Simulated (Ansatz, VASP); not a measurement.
# Cross-check of BP between VASP and Ansatz

Aim: how closely do two programs agree when they are given the same cell, functional and k mesh? Of the first pair: The cell is taken from a series of VASP runs on this material, whose earlier steps may have relaxed, scaled or displaced it; both programs get it as it stands. Valence electrons are named where the data sets of a main pair hold unlike numbers.

Program: Ansatz 0.2.0. Level of theory: plane waves, with VASP 6.6.1 beside it; band structure at r2SCAN and single point at r2SCAN. Results are calculated unless marked as measured.

### 1. Set-up

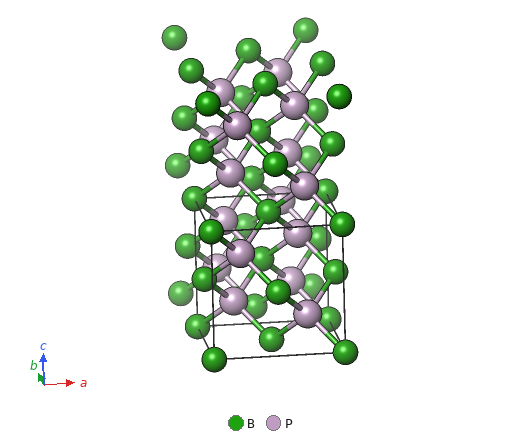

The cell as given, slightly off an axis (boron green, phosphorus pink). 1×2×2 cells are drawn. This picture shows the conventional cell, with its axes. Bonds to atoms that aren't drawn are left out. Some periodic images of atoms are drawn too.

### 2. Ansatz: band structure, r2SCAN

Ansatz runs on its default PAW (the set named soft_2) files.

Levels along a path test the potential and the projectors away from the mesh points.

input.yaml

```yaml
crystal:
  lattice:
    - [0.0, 2.2664321597, 2.2664321597]
    - [2.2664321597, 0.0, 2.2664321597]
    - [2.2664321597, 2.2664321597, 0.0]
  atoms:
    - { symbol: B, position: [0.0, 0.0, 0.0] }
    - { symbol: P, position: [0.25, 0.25, 0.25] }
hamiltonian:
  xc: r2scan
  pseudopotentials: { kind: paw }
kpoints:
  mp_grid: { grid: [7, 7, 7] }
  band_path:
    path:
      - [0.0, 0.0, 0.0]
      - [0.16667, 0.0, 0.16667]
      - [0.33333, 0.0, 0.33333]
      - [0.4, 0.0, 0.4]
      - [0.5, 0.0, 0.5]
      - [0.5, 0.08333, 0.58333]
      - [0.5, 0.18333, 0.68333]
      - [0.5, 0.25, 0.75]
      - [0.45, 0.3, 0.75]
      - [0.40833, 0.34167, 0.75]
      - [0.35, 0.35, 0.7]
      - [0.225, 0.225, 0.45]
      - [0.075, 0.075, 0.15]
      - [0.03333, 0.03333, 0.03333]
      - [0.23333, 0.23333, 0.23333]
      - [0.4, 0.4, 0.4]
      - [0.51667, 0.46667, 0.51667]
      - [0.55833, 0.38333, 0.55833]
      - [0.60833, 0.28333, 0.60833]
      - [0.60833, 0.25, 0.64167]
      - [0.55833, 0.25, 0.69167]
      - [0.51667, 0.25, 0.73333]
      - [0.5, 0.3, 0.7]
      - [0.5, 0.38333, 0.61667]
      - [0.5, 0.48333, 0.51667]
      - [0.475, 0.475, 0.55]
      - [0.425, 0.425, 0.65]
      - [0.38333, 0.38333, 0.73333]
      - [0.59167, 0.18333, 0.59167]
      - [0.55, 0.1, 0.55]
      - [0.5, 0.0, 0.5]
    npoints: 1
scf:
  occupations: { method: gaussian, width: 0.05 }
  n_extra_bands: 7
output:
  forces: true
  stress: true
  eigenvalues: true
  write_density: true
  write_potential: true
  elf: true
  volumetric_format: npy
```

Command:

```
$ ansatz run input.yaml --threads 2 --pin off --max-ram 4608MiB --backend cpu --events-out ev --progress --plain --runs-dir out
```

Numbers of over 12 decimals in the logs are rounded to 6 here.

The program printed:

```text
scf.n_extra_bands = 7 over 4 filled bands (N_el = 8.0): the run solves 11 bands
Engine: ansatz 0.2.0, x86_64-unknown-linux-gnu
Pseudopotentials: kind: paw
Pseudopotential: B, paw, valence charge 3, recommended cutoff 500 eV (meta_gga), B.paw.azcp
Pseudopotential: P, paw, valence charge 5, recommended cutoff 500 eV (meta_gga), P.paw.azcp
Functional definition: r2SCAN
  parameter k0 = 0.174
  parameter k1 = 0.065
  parameter a1 = 4.9479
  exchange = r2scan_x(k0 = k0, k1 = k1, a1 = a1)
  correlation = r2scan_c
Crystal: 2 atoms, lattice volume = 23.284 Å³
Basis set: ecut = 500 eV, 609 PW (Γ), exchange–correlation on 96×96×96 points (64 copies of the dense FFT grid, shifted against one another)
Bands: 11, of which v1, the nominal top of the filled ones, is band 4 counted from 1 (3 counted from 0)
Symmetry: 24 space group operations
Space group: F-43m (ITA 216), of the structure as read, at distance tolerance 2.9e-5 Å
k-points: 20 of 343 (time reversal used)
Non-local potential: B, projectors of the file, l = 0: 2, l = 1: 2, l = 2: 1
Non-local potential: P, projectors of the file, l = 0: 2, l = 1: 2, l = 2: 2
PAW form: soft (Blöchl's): semilocal exchange-correlation on the pseudo side does not see the compensation charge
PAW frozen core: B, regenerated for the run's functional (the file was generated under x = pbe(κ = 0.804, μ = 0.219515), c = pbe(β = 0.066725))
PAW frozen core: P, regenerated for the run's functional (the file was generated under x = pbe(κ = 0.804, μ = 0.219515), c = pbe(β = 0.066725))
PAW one-centre angular grid: B, 302 points (default); XC on 160 Gauss nodes
PAW one-centre angular grid: P, 302 points (default); XC on 160 Gauss nodes
Initial density: superposition of atomic densities (neutral atoms: chi_scale 0, normalization atom), corrected by the library's trained network
Initial wavefunctions: pseudopotential atomic-orbital guess
Functional: x = r2scan, c = r2scan; τ floored in thin density (d = 2e-4 eV/Å³)
SCF iter   1: F=—  HF=-916.645097 eV  |F-HF|=—  |Δ(HF+E_count)|=         —  Δρ=4.42e-3  dr2=2.24e-3  dr2_τ=1.33e-1  ethr=1.77e-3  ⟨swp⟩=6.0  Hψ=1825  notcnv=0
preconditioner: auto → none  [insulator: Δε(μ)=1.365 eV  Ē_g=17.118 eV  σ=0.050 eV  W_gap=1.00  n_scr=0 (ndim 8)  ℏωp=21.8 eV  f_vac=0.000  D(μ)=0.00/eV (n_scr^D=0)  ε∞_Penn≈2.6]
SCF iter   2: F=—  HF=-916.681300 eV  |F-HF|=—  |Δ(HF+E_count)|=   3.62e-2  Δρ=2.96e-3  dr2=9.49e-4  dr2_τ=3.92e-5  ethr=2.80e-5  ⟨swp⟩=2.1  Hψ=557  notcnv=0  defer=45
SCF iter   3: F=—  HF=-916.681472 eV  |F-HF|=—  |Δ(HF+E_count)|=   1.72e-4  Δρ=1.03e-3  dr2=2.90e-4  dr2_τ=1.84e-5  ethr=1.19e-5  ⟨swp⟩=2.5  Hψ=264  notcnv=0  defer=45
SCF iter   4: F=—  HF=-916.681391 eV  |F-HF|=—  |Δ(HF+E_count)|=   8.12e-5  Δρ=3.21e-4  dr2=1.36e-5  dr2_τ=8.25e-7  ethr=3.63e-6  ⟨swp⟩=2.1  Hψ=244  notcnv=0  defer=45
SCF iter   5: F=—  HF=-916.681392 eV  |F-HF|=—  |Δ(HF+E_count)|=   1.29e-6  Δρ=5.34e-5  dr2=3.20e-7  dr2_τ=2.92e-8  ethr=1.70e-7  ⟨swp⟩=2.3  Hψ=253  notcnv=0  defer=45
SCF iter   6: F=-916.681392 eV  HF=-916.681392 eV  |F-HF|=4.36e-9  |Δ(HF+E_count)|=   4.86e-8  Δρ=6.72e-6  dr2=4.46e-9  dr2_τ=4.03e-10  ethr=1.25e-9  ⟨swp⟩=14.1  Hψ=1664  notcnv=0
SCF 1 converged in 6 iterations: F = -916.681392 eV  dr2 = 4.46e-9
  greatest PAW one-centre occupation: 0.773 electrons in one spin orbital (limit 2), on the P atom at site 1 (counted from 0), in its partial waves of l = 0
NSCF: frozen V_eff on 31 k-points
SCF converged after 6 iterations
Free energy (F): -916.681392 eV
Harris-Foulkes:  -916.681392 eV  (|F-HF|=4.36e-9)
Internal energy: -916.681392 eV  (E = F + TS)
E sigma→0 (E₀):  -916.681392 eV
Fermi energy:    9.987631 eV
--- Per-component energies (eV) ---
  E_band       = 19.363563
  E_kinetic    = 121.650978
  E_local      = -66.612029  (includes V_loc(G=0)·N_el)
  E_nonlocal   = 44.170343
  E_hartree    = 17.022703
  E_xc         = -91.148813
  E_vxc        = -108.200466  (∫ρ·V_xc dr)
  E_paw        = -655.840312  (= ΣΔE_a)
  E_vpaw       = -10.626461  (= ΣTr[D̂ρ^β])
  E_aug_tail   = -0.000001  (compensation charges beyond the density's cutoff)
  E_vtau       = 4.935843  (kinetic-family band-sum trace: ∫τ·v_τ [+ j·A + Jᵃ·Aᵃ] dr)
  E_ewald      = -285.814976
  E_core_change = -0.109284  (= ΣΔE_core)
  E_smearing   = -0.000000  (= −TS)
  E_closure    = -0.000000  (closes the sum)
  Σ components = -916.681392   (vs F -916.681392, Δ=0.00e0)
--- Forces (eV/Å), atoms counted from 1 ---
  atom   1  B      0.00000000     0.00000000    -0.00000000
  atom   2  P     -0.00000000     0.00000000    -0.00000000
  max |Σ_I F_I| component: 2.59e-16 eV/Å
--- Stress (GPa, compression-positive) ---
        0.456828      -0.000000      -0.000000
        0.000000       0.456828       0.000000
        0.000000       0.000000       0.456828
  P = ⅓ Tr σ = 0.4568 GPa (4.568 kbar)
--- Band table (eV; the first three rows and the last of 20) ---
  k-point 0: bands = [-7.0255, 9.2831, 9.2831, 9.2831, 12.8877, 12.8877, 12.8877, 17.3177, ... 3 higher]
  k-point 1: bands = [-6.6392, 6.8821, 8.7189, 8.7189, 13.5636, 13.6646, 13.6646, 18.3555, ... 3 higher]
  k-point 2: bands = [-5.5171, 3.2828, 7.9144, 7.9144, 13.5827, 14.4194, 14.4194, 19.9782, ... 3 higher]
  k-point 19: bands = [-1.8366, 0.7311, 2.8438, 4.6040, 13.6402, 16.6044, 17.8089, 18.3119, ... 3 higher]
```

It took 0.84 s on 2 threads of Intel Xeon 6975P-C (Granite Rapids), shared host; peak memory 0.38 GiB; 1.5 s of CPU time.

### 3. VASP: band structure, r2SCAN

The same cell, functional, mesh and smearing now go to VASP, with its own data sets.

Lines of VASP's logs that name or quote its potential files are left out, and so is its time.

INCAR

```
SYSTEM = BP
PREC = Accurate
ENCUT = 420
EDIFF = 1E-06
NELM = 100
ISMEAR = 0
SIGMA = 0.05
LREAL = .FALSE.
ALGO = Normal
METAGGA = R2SCAN
LASPH = .TRUE.
NBANDS = 16
LORBIT = 11
LWAVE = .FALSE.
LCHARG = .FALSE.
KPAR = 2
```

POSCAR

```
BP
1.0
    0.0000000000      2.2664321597      2.2664321597
    2.2664321597      0.0000000000      2.2664321597
    2.2664321597      2.2664321597      0.0000000000
B P
1 1
Direct
    0.0000000000      0.0000000000      0.0000000000
    0.2500000000      0.2500000000      0.2500000000
```

KPOINTS

```
Automatic mesh
0
Gamma
7 7 7
0 0 0
```

KPOINTS_OPT

```
Line mode
16
Line-mode
Reciprocal
  0.00000000   0.00000000   0.00000000 GAMMA
  0.50000000   0.00000000   0.50000000 X

  0.50000000   0.00000000   0.50000000 X
  0.50000000   0.25000000   0.75000000 W

  0.50000000   0.25000000   0.75000000 W
  0.37500000   0.37500000   0.75000000 K

  0.37500000   0.37500000   0.75000000 K
  0.00000000   0.00000000   0.00000000 GAMMA

  0.00000000   0.00000000   0.00000000 GAMMA
  0.50000000   0.50000000   0.50000000 L

  0.50000000   0.50000000   0.50000000 L
  0.62500000   0.25000000   0.62500000 U

  0.62500000   0.25000000   0.62500000 U
  0.50000000   0.25000000   0.75000000 W

  0.50000000   0.25000000   0.75000000 W
  0.50000000   0.50000000   0.50000000 L

  0.50000000   0.50000000   0.50000000 L
  0.37500000   0.37500000   0.75000000 K

  0.62500000   0.25000000   0.62500000 U
  0.50000000   0.00000000   0.50000000 X
```

The projector-augmented-wave data sets are B and P (PBE family, release 64).

Command:

```
$ mpirun -np 2 vasp_std
```

The program printed:

```text
[banner, memory and clock lines left out]
running    2 mpi-ranks, on    1 nodes
 distrk:  each k-point on    1 cores,    2 groups
 distr:  one band on    1 cores,    1 groups

 POSCAR found type information on POSCAR B P
 POSCAR found :  2 types and       2 ions
|                                                                             |
|               ----> ADVICE to this user running VASP <----                  |
|                                                                             |
|     You enforced a specific xc type in the INCAR file but a different       |
|     [... a line on the potential file left out ...]
|     I HOPE YOU KNOW WHAT YOU ARE DOING!                                     |
|                                                                             |

 LDA part: xc-table for (None), standard interpolation
 POSCAR, INCAR and KPOINTS ok, starting setup
 FFT: planning ... GRIDC
 FFT: planning ... GRID_SOFT
 FFT: planning ... GRID
 WAVECAR not read
 entering main loop
       N       E                     dE             d eps       ncg     rms          rms(c)
DAV:   1     0.389138878612E+00    0.38914E+00   -0.36180E+03   640   0.398E+02
DAV:   2    -0.187392513630E+02   -0.19128E+02   -0.18349E+02   888   0.821E+01
DAV:   3    -0.191732127106E+02   -0.43396E+00   -0.43348E+00   744   0.101E+01
DAV:   4    -0.191740531537E+02   -0.84044E-03   -0.84043E-03   824   0.557E-01
DAV:   5    -0.191740554459E+02   -0.22922E-05   -0.22922E-05   760   0.276E-02    0.796E+00
DAV:   6    -0.173561209513E+02    0.18179E+01   -0.86583E-01   704   0.363E+00    0.470E+00
DAV:   7    -0.173066187925E+02    0.49502E-01   -0.17226E-01   840   0.167E+00    0.148E+00
DAV:   8    -0.173041294228E+02    0.24894E-02   -0.14723E-02   768   0.653E-01    0.174E-01
DAV:   9    -0.173043947770E+02   -0.26535E-03   -0.85294E-04   760   0.142E-01    0.750E-02
DAV:  10    -0.173044294121E+02   -0.34635E-04   -0.85546E-05   768   0.446E-02    0.210E-02
DAV:  11    -0.173044288033E+02    0.60880E-06   -0.78702E-06   864   0.120E-02
   1 F= -.17304429E+02 E0= -.17304429E+02  d E =-.211076E-25
 Start KPOINTS_OPT (optional k-point list driver)
k-point batch [1-20\160]
       N       E                     dE             ncg
DAV:   1     0.639205849653E+03   -0.36233E+04      640
DAV:   2     0.213754500780E+03   -0.42545E+03      832
DAV:   3     0.202486049793E+03   -0.11268E+02      800
DAV:   4     0.202463527849E+03   -0.22522E-01      800
DAV:   5     0.202463466628E+03   -0.61221E-04      816
DAV:   6     0.202463466404E+03   -0.22453E-06      704
[...]
k-point batch [141-160\160]
       N       E                     dE             ncg
DAV:   1     0.413087973896E+03   -0.61906E+04      640
DAV:   2     0.108300954319E+02   -0.40226E+03      904
DAV:   3     0.350229764282E+01   -0.73278E+01      736
DAV:   4     0.348576528108E+01   -0.16532E-01      864
DAV:   5     0.348571215720E+01   -0.53124E-04      760
DAV:   6     0.348571194021E+01   -0.21698E-06      816
```

Parts of OUTCAR (step 3):

```text
ion  position               nearest neighbor table
   1  0.000  0.000  0.000-   2 1.96   2 1.96   2 1.96   2 1.96
   2  0.250  0.250  0.250-   1 1.96   1 1.96   1 1.96   1 1.96

  LATTYP: Found a face centered cubic cell.
 ALAT       =     4.5328643194

 Subroutine GETGRP returns: Found 24 space group operations
 (whereof 24 operations were pure point group operations)

The static configuration has the point symmetry T_d .

 Found     20 irreducible k-points:

   k-points           NKPTS =     20   k-points in BZ     NKDIM =     20   number of bands    NBANDS=     16

   dimension x,y,z NGX =    24 NGY =   24 NGZ =   24
   dimension x,y,z NGXF=    48 NGYF=   48 NGZF=   48

   ENCUT  =  420.0 eV  30.87 Ry    5.56 a.u.   5.36  5.36  5.36*2*pi/ulx,y,z

   NELECT =       8.0000    total number of electrons

 k-points in reciprocal lattice and weights: Automatic mesh
   0.00000000  0.00000000  0.00000000       0.003
   0.14285714  0.00000000  0.00000000       0.023
   0.28571429  0.00000000  0.00000000       0.023
   0.42857143  0.00000000  0.00000000       0.023
   0.14285714  0.14285714  0.00000000       0.017
   0.28571429  0.14285714  0.00000000       0.070
   0.42857143  0.14285714  0.00000000       0.070
  -0.42857143  0.14285714  0.00000000       0.070
  -0.28571429  0.14285714  0.00000000       0.070
[...]
-0.42857143  0.42857143  0.14285714       0.070
  -0.28571429  0.42857143  0.14285714       0.070

 average (electrostatic) potential at core
       1 -26.0252       2 -84.2736

 E-fermi :   7.7882

 k-point     1 :       0.0000    0.0000    0.0000
  band No.  band energies     occupation
      1      -8.8598      2.00000
      2       7.4318      2.00000
      3       7.4318      2.00000
      4       7.4318      2.00000
      5      11.0758      0.00000
      6      11.0758      0.00000
      7      11.0758      0.00000
      8      15.4971      0.00000
      9      19.8611      0.00000
    ...

 k-point     2 :       0.1429    0.0000    0.0000
  band No.  band energies     occupation
      1      -8.4735      2.00000
      2       5.0387      2.00000
      3       6.8706      2.00000
      4       6.8706      2.00000
      5      11.7467      0.00000
      6      11.8527      0.00000
      7      11.8527      0.00000
      8      16.5328      0.00000
      9      19.0469      0.00000
    ...

 k-point     3 :       0.2857    0.0000    0.0000
  band No.  band energies     occupation
      1      -7.3513      2.00000
      2       1.4436      2.00000
      3       6.0682      2.00000
      4       6.0682      2.00000
      5      11.7664      0.00000
      6      12.6113      0.00000
      7      12.6113      0.00000
      8      18.1538      0.00000
      9      19.2751      0.00000
    ...

  Total        0.0018786      0.0018786      0.0018786      0.0000000      0.0000000     -0.0000000
  in kB        0.1292671      0.1292671      0.1292671      0.0000000      0.0000000     -0.0000000
  external PRESSURE =       0.1292671 kB  Pullay stress =       0.0000000 kB

  energy-cutoff  :      420.00
  volume of cell :       23.28
      direct lattice vectors                 reciprocal lattice vectors
     0.000000000  2.266432160  2.266432160    -0.220611059  0.220611059  0.220611059
     2.266432160  0.000000000  2.266432160     0.220611059 -0.220611059  0.220611059
     2.266432160  2.266432160  0.000000000     0.220611059  0.220611059 -0.220611059

 POSITION                                       TOTAL-FORCE (eV/Angst)
 -----------------------------------------------------------------------------------
      0.00000      0.00000      0.00000        -0.000000     -0.000000      0.000000
      1.13322      1.13322      1.13322         0.000000      0.000000     -0.000000
 -----------------------------------------------------------------------------------
    total drift:                                0.000000      0.000000      0.000000

  FREE ENERGIE OF THE ION-ELECTRON SYSTEM (eV)
  ---------------------------------------------------
  free  energy   TOTEN  =       -17.3044288033 eV

  energy  without entropy=      -17.3044288033  energy(sigma->0) =      -17.30442880

 total charge
# of ion       s       p       d       tot
------------------------------------------
    1        0.679   1.274   0.000   1.953
    2        0.985   1.590   0.000   2.576
--------------------------------------------------
tot          1.664   2.865   0.000   4.529

[... 3 further parts left out ...]
```

The run ends at a pressure of 0.01 GPa.

### 4. Differences

Known differences besides the potentials themselves: VASP keeps PBE cores, Ansatz makes them for the functional; the cutoff is 500 eV in Ansatz and 420 eV in VASP. Total energies have different zeros and are not compared.

The two programs side by side:

```csv
quantity,Ansatz,VASP,difference
pressure (GPa),0.46,0.01,+0.44
gap over the path points (eV),1.411,1.441,-0.030
```

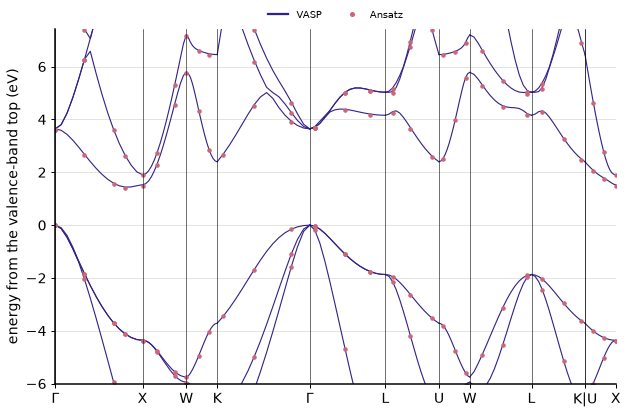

Bands from VASP (lines) and levels from Ansatz (dots). Dots without a line are higher empty bands that the VASP plot leaves out.

Levels at points of the path, from each program's valence-band top (eV; 3 filled, then empty):

```csv
k (reciprocal lattice),Ansatz,VASP
0.000 0.000 0.000,0.00 0.00 0.00 3.60 3.60 3.60,0.00 0.00 0.00 3.64 3.64 3.64
0.167 0.000 0.167,-2.05 -1.84 -1.84 2.65 6.23 6.23,-2.05 -1.83 -1.83 2.68 6.28 6.28
0.333 0.000 0.333,-5.95 -3.71 -3.71 1.56 3.59 10.26,-5.93 -3.70 -3.70 1.59 3.62 10.32
0.400 0.000 0.400,-7.54 -4.13 -4.13 1.41 2.61 11.76,-7.53 -4.12 -4.12 1.44 2.64 11.84
0.500 0.000 0.500,-9.16 -4.37 -4.37 1.50 1.89 12.99,-9.15 -4.36 -4.36 1.53 1.91 13.10
0.500 0.083 0.583,-9.06 -4.81 -4.77 2.29 2.74 11.97,-9.04 -4.79 -4.76 2.32 2.76 12.07
0.500 0.183 0.683,-8.75 -5.71 -5.56 4.54 5.29 9.22,-8.74 -5.69 -5.55 4.58 5.31 9.30
0.500 0.250 0.750,-8.64 -5.96 -5.76 5.74 7.17 7.80,-8.63 -5.94 -5.75 5.78 7.20 7.83
0.450 0.300 0.750,-8.66 -6.29 -4.96 4.32 6.59 8.75,-8.64 -6.28 -4.95 4.36 6.62 8.82
0.408 0.342 0.750,-8.71 -6.49 -4.05 2.84 6.46 9.83,-8.69 -6.47 -4.04 2.87 6.49 9.91
```

Among the levels compared at these points, filled levels agree within 16 meV and empty ones within 108 meV.

(Continued in part 2 of 2.)

[Lines on the potential files, build, host, timing and source positions are cut from VASP's logs without a mark.]

[Logs are printed without paths, hosts, clocks, repeated set-up lines and the standing remarks that a program may print on its own settings, such as how far it seeks lower states.]

[Hosts, paths, dates, database ids (printed as entryN), source tags and the programs' standing remarks are cut or masked in the printed files.]
